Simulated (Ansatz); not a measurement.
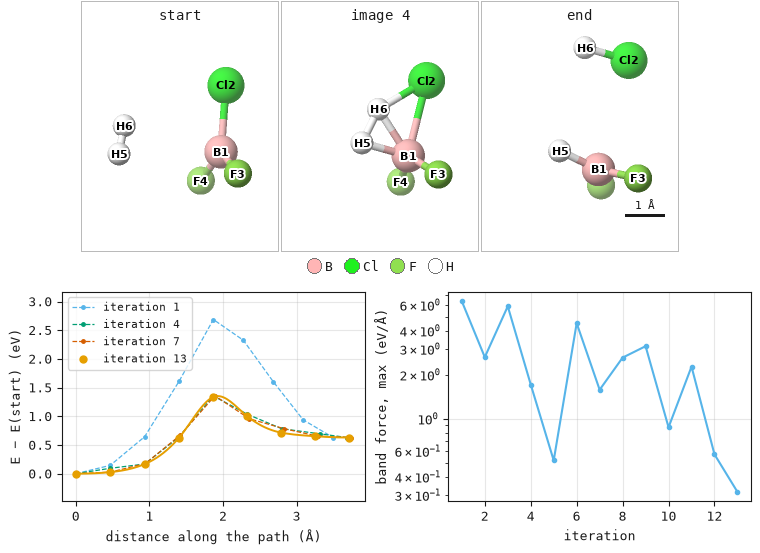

NEB run on BH2ClF2, made up at the start of BClF2 and H$_{2}$. Images are numbered from 0 (start) to 8 (end). The plot follows the band through its iterations. Style: ball-and-stick. Shown at a tilt.

These are results of RKS PBE-D4/def2-SVP in Ansatz 0.2.0, not measurements.

The input:
```yaml
crystal:
  periodic: [false, false, false]
  atoms:
    - { symbol: B, position_ang: [-0.012342, 0.470463, 0.152018] }
    - { symbol: Cl, position_ang: [-0.026165, 0.91971, 1.848783] }
    - { symbol: F, position_ang: [1.133121, 0.336735, -0.496612] }
    - { symbol: F, position_ang: [-1.147787, 0.273667, -0.498252] }
    - { symbol: H, position_ang: [0.100323, -2.481198, 0.504874] }
    - { symbol: H, position_ang: [0.070649, -2.189978, 1.21549] }
basis:
  gaussian: { orbitals: def2-SVP }
hamiltonian:
  xc: pbe
  dispersion: d4
neb:
  order_check: false
  images: 7
  f_tol: 0.5
  max_iterations: 60
  final_atoms:
    - { symbol: B, position_ang: [0.02179723, -0.32698487, -0.53247697] }
    - { symbol: Cl, position_ang: [0.00772583, -0.09424116, 2.49089846] }
    - { symbol: F, position_ang: [1.13274241, 0.378247, -0.69663619] }
    - { symbol: F, position_ang: [-1.14171031, 0.28801375, -0.69579661] }
    - { symbol: H, position_ang: [0.06893365, -1.52412012, -0.34164845] }
    - { symbol: H, position_ang: [0.0283102, -1.39151561, 2.50196076] }
  initial_path:
    images:
      - { positions_ang: [[-0.012342, 0.470463, 0.152018], [-0.026165, 0.91971, 1.848783], [1.133121, 0.336735, -0.496612], [-1.147787, 0.273667, -0.498252], [0.100323, -2.481198, 0.504874], [0.070649, -2.189978, 1.21549]] }
      - { positions_ang: [[-0.0094947, 0.35589543, 0.11709266], [-0.02081953, 0.67770589, 1.94195852], [1.13566091, 0.26121975, -0.53379206], [-1.14656487, 0.21171193, -0.53607345], [0.09175617, -2.21402041, 0.48950402], [0.06726103, -1.96311358, 1.24761132]] }
      - { positions_ang: [[-0.00664741, 0.24132786, 0.08216732], [-0.01547407, 0.43570178, 2.03513403], [1.13820081, 0.1857045, -0.57097212], [-1.14534273, 0.14975685, -0.57389491], [0.08318934, -1.94684283, 0.47413404], [0.06387306, -1.73624917, 1.27973264]] }
      - { positions_ang: [[-0.00380011, 0.1267603, 0.04724197], [-0.0101286, 0.19369766, 2.12830955], [1.14074072, 0.11018926, -0.60815218], [-1.1441206, 0.08780178, -0.61171636], [0.07462251, -1.67966524, 0.45876405], [0.06048508, -1.50938475, 1.31185397]] }
      - { positions_ang: [[-0.00095282, 0.01219273, 0.01231663], [-0.00478313, -0.04830645, 2.22148507], [1.14328062, 0.03467401, -0.64533224], [-1.14289847, 0.0258467, -0.64953782], [0.06605568, -1.41248765, 0.44339407], [0.05709711, -1.28252034, 1.34397529]] }
      - { positions_ang: [[0.00473469, -0.07260167, -0.12388177], [-0.00165589, -0.05979013, 2.28883842], [1.14064607, 0.12056726, -0.65815823], [-1.14260143, 0.09138847, -0.66110251], [0.06677517, -1.44039577, 0.24713344], [0.04990038, -1.30976916, 1.63347166]] }
      - { positions_ang: [[0.01042221, -0.15739607, -0.26008017], [0.00147135, -0.0712738, 2.35619177], [1.13801152, 0.20646051, -0.67098422], [-1.14230439, 0.15693023, -0.67266721], [0.06749466, -1.46830388, 0.05087281], [0.04270365, -1.33701798, 1.92296802]] }
      - { positions_ang: [[0.01610972, -0.24219047, -0.39627857], [0.00459859, -0.08275748, 2.42354512], [1.13537696, 0.29235375, -0.68381021], [-1.14200735, 0.22247199, -0.68423191], [0.06821416, -1.496212, -0.14538782], [0.03550692, -1.3642668, 2.21246439]] }
      - { positions_ang: [[0.02179723, -0.32698487, -0.53247697], [0.00772583, -0.09424116, 2.49089846], [1.13274241, 0.378247, -0.69663619], [-1.14171031, 0.28801375, -0.69579661], [0.06893365, -1.52412012, -0.34164845], [0.0283102, -1.39151561, 2.50196076]] }
```

Launched with:
```bash
ansatz run input.yaml --threads 1 --pin off --max-ram 2048MiB --backend cpu --events-out ev --progress --plain --runs-dir out
```

Q: Judge this run.

A: The run met only a loose threshold, so the barrier can't be trusted yet. The band converged in 13 iterations. The largest component of the band force went from 6.4 to 0.32 eV/Å. The climbing image converged on the top of the path. Its curvatures weren't checked. The force threshold is so loose that the height of the top is at best an upper bound. The first iteration put the highest image at 2.69 eV. The highest point, image 4, lies 1.34 eV above the start and 0.71 eV above the end; the end is at +0.63 eV relative to the start.

Limits of the set-up: the start holds two separate molecules, 2.9 Å apart at their closest, whose relative position is a soft coordinate.
